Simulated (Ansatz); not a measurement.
# H8Si4 (SMILES [SiH2]1[SiH2][SiH2][SiH2]1): what the fields show

```xyz
12

Si   -0.2582   -1.5043    0.6827
Si    1.2196   -0.6395   -0.9477
Si    0.2605    1.5051   -0.6803
Si   -1.2213    0.6389    0.9459
H     0.4149   -2.0281    1.9038
H    -1.1970   -2.5428    0.1739
H     1.0447   -1.2243   -2.3064
H     2.6599   -0.7199   -0.5763
H     1.2012    2.5391   -0.1662
H    -0.4091    2.0351   -1.9008
H    -1.0554    1.2253    2.3050
H    -2.6596    0.7155    0.5664
```

Geometry: PBE0-D4/def2-TZVP.

Level of theory: RKS PBE0-D4/def2-TZVPP in Ansatz.

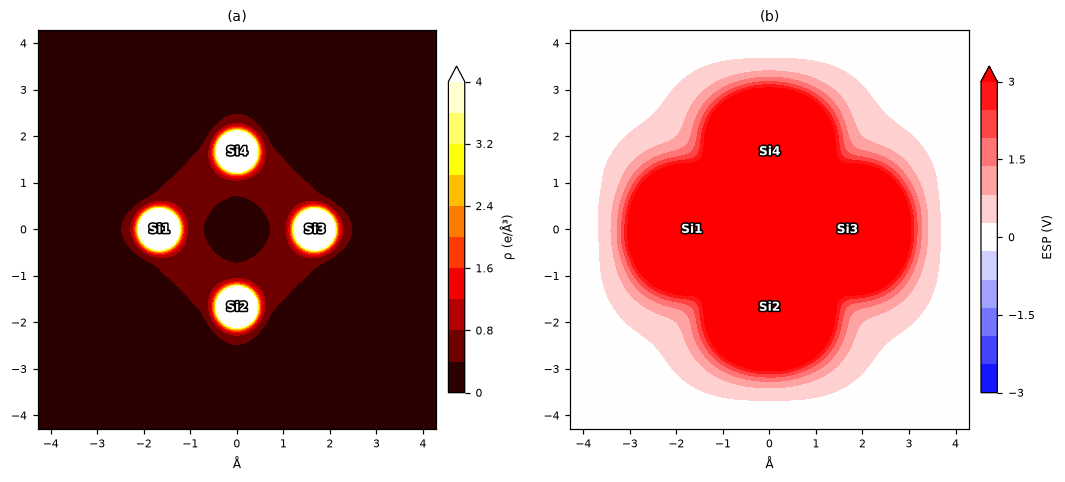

Figure 1. (a) total electron density; (b) molecular electrostatic potential on the plane of atoms Si1, Si4 and Si3.

Read the bonding off the picture.

Answer. Atoms in the plane: Si.
Si–Si (2.36 Å): the density is about 0.6 e/Å³ at the midpoint.
The potential has no marked negative region in this plane.

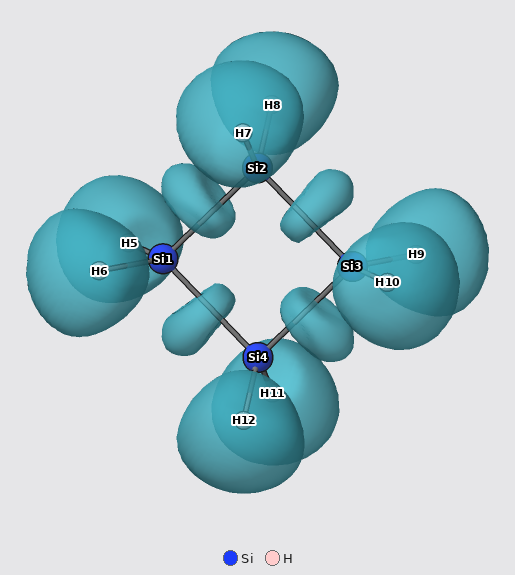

Figure 2. Isosurface of the electron localisation function at 0.85 (cyan), seen at a tilt. Core shells and regions of very low density are left out.

Identify the bonds, lone pairs and shells in this picture.

Answer. The surface consists of four regions between bonded Si–Si atoms (shared pairs) and eight regions around hydrogen nuclei. Profiles from the grid: Si–Si (2.36 Å): the ELF peaks at about 1 between the atoms; a shared electron pair. Si–H (1.49 Å): the ELF climbs to about 1 towards the hydrogen, as it does in any bond to H.

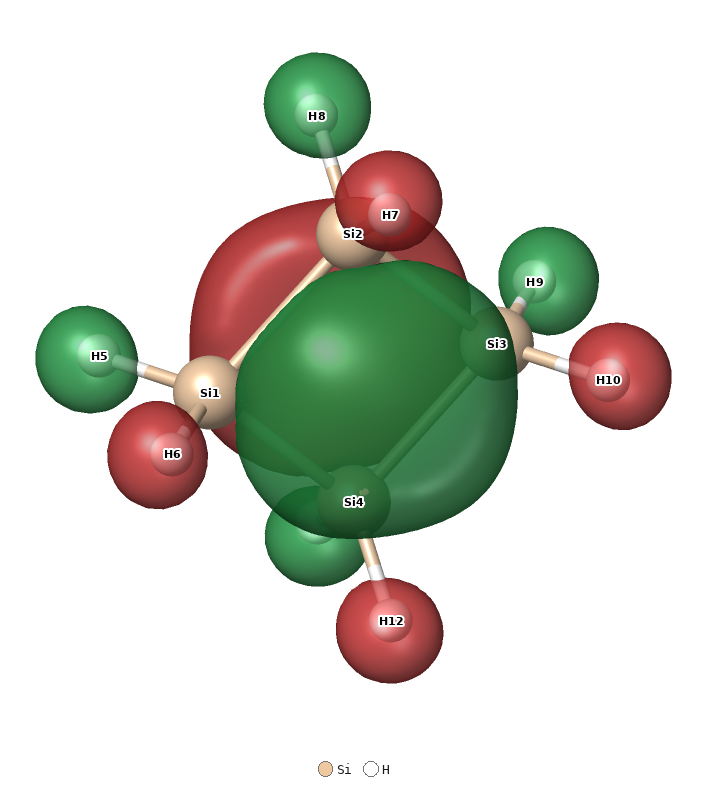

Figure 3. The LUMO at ±0.1 Å⁻³ᐟ² (green and red are the two phases), seen at an oblique angle.

What is the character of this orbital?

Answer. By Hirshfeld shares it lies mainly on Si1 (about 20 %), Si2 (about 20 %), Si3 (about 20 %) and Si4 (about 20 %); it is ungerade (odd under inversion). Its energy is −1.50 eV.
